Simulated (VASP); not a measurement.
Energy against volume of HfC (rock salt). Level of theory: optB86b-vdW, VASP's PBE PAW potentials (set 64) (plane waves; VASP 6.6.1).

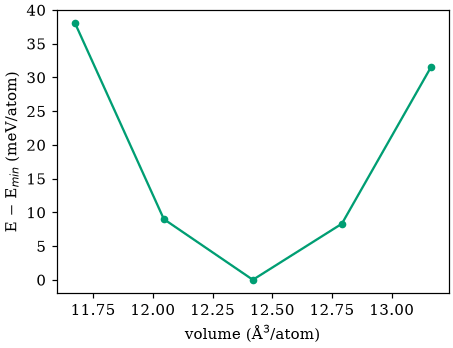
Energy against volume

Task: Estimate the equilibrium volume and the bulk modulus.

Result: The minimum lies near 12.4 Å³/atom, and the curvature gives B0 of about 250 GPa.

Measured: a 4.638 Å (computed value off by -0.2 %), as given by Guo-Xu Zhang et al., New Journal of Physics (2018), doi:10.1088/1367-2630/aac7f0. The calculation is for a static lattice, while the measured a holds thermal and zero-point effects, which are part of the difference.

The compound is HfC in the rock salt structure. It was relaxed first.
